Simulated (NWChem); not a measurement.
CHBrClF: energy and gradient calculation

- system: CHBrClF, SMILES FC(Cl)Br
- method: B3LYP/6-31G*, RKS (NWChem 7.3.0)

The geometry comes from this level: PBE0-D4/def2-TZVP.

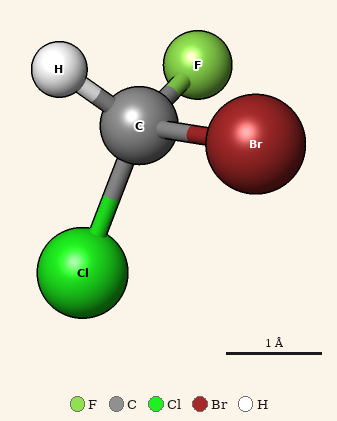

Figure 1. The structure as given in the input (ball-and-stick view, seen at a tilt).

**Input**
```python
from ase import Atoms
from ase.calculators.nwchem import NWChem

mol = Atoms(['F', 'C', 'Cl', 'Br', 'H'], positions=[
    [-0.468900, 0.166900, 1.292700],
    [0.049600, 0.103800, 0.059700],
    [1.396100, -1.018300, 0.038800],
    [-1.333700, -0.411000, -1.190000],
    [0.406800, 1.084900, -0.242500],
])

calc = NWChem(
    label='input',
    theory='dft',
    memory='2200 mb',
    basis='6-31G*',
    basispar='spherical bse',
    dft={'xc': 'b3lyp', 'mult': '1', 'grid': 'xfine', 'convergence': 'energy 1e-08', 'iterations': '100', 'mulliken': None},
)
mol.calc = calc

forces = mol.get_forces()
print("Total energy (eV):", round(mol.get_potential_energy(), 6))
print("forces (eV/A):")
for s, f in zip(mol.symbols, forces):
    print(f"{s:2s} {f[0]:10.5f} {f[1]:10.5f} {f[2]:10.5f}")
print("dipole (e A):", mol.get_dipole_moment().round(4))
```

**File input.nwi**
```
title "input"

permanent_dir input

scratch_dir input

start input

geometry units angstrom nocenter noautosym noautoz
  F  -4.6889999999999998e-01 1.6689999999999999e-01 1.2927000000000000e+00
  C  4.9599999999999998e-02 1.0380000000000000e-01 5.9700000000000003e-02
  Cl 1.3960999999999999e+00 -1.0183000000000000e+00 3.8800000000000001e-02
  Br -1.3337000000000001e+00 -4.1099999999999998e-01 -1.1899999999999999e+00
  H  4.0679999999999999e-01 1.0849000000000000e+00 -2.4249999999999999e-01
end

memory 2200 mb

basis spherical bse noprint
   * library 6-31G*
end

dft
  xc b3lyp
  mult 1
  grid xfine
  convergence energy 1e-08
  iterations 100
  mulliken
end

task dft gradient
```

Machine: 1 thread of AMD EPYC (Zen 5), 16 GiB of memory available, shared host.

Launch command:
```bash
export ASE_NWCHEM_COMMAND="nwchem PREFIX.nwi > PREFIX.nwo"
python run.py
```

**What the program printed**
```
Total energy (eV): -86330.647802
forces (eV/A):
F    -0.16558    0.01620    0.36936
C     0.04530    0.48928    0.02098
Cl    0.58791   -0.43493    0.02957
Br   -0.48748   -0.12614   -0.39554
H     0.01985    0.05559   -0.02432
dipole (e A): [ 0.1036  0.2379 -0.0703]
```

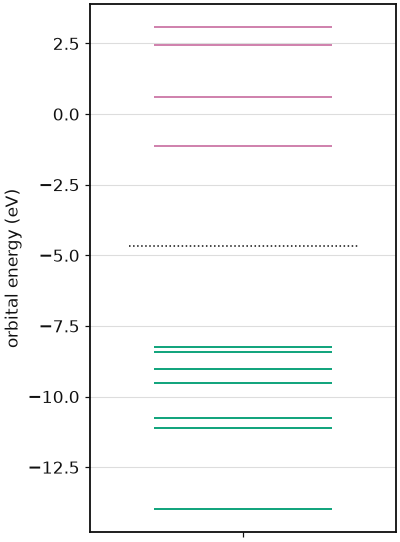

Figure 2. Orbital energies near the frontier; the dotted line parts filled from empty levels, and levels within 0.02 eV of each other stand side by side. Highest filled −8.23 eV, lowest empty −1.12 eV, 7.11 eV apart.

**Key numbers**

| quantity | value |
| --- | --- |
| outcome | converged |
| total energy | −3172.592816 hartree |
| basis functions | 80 |
| largest force | 0.732 eV/Å |
| HOMO | −8.23 eV |
| LUMO | −1.12 eV |
| dipole moment | 1.29 D |
| wall time | 20 s |
| peak memory | 0.13 GiB |
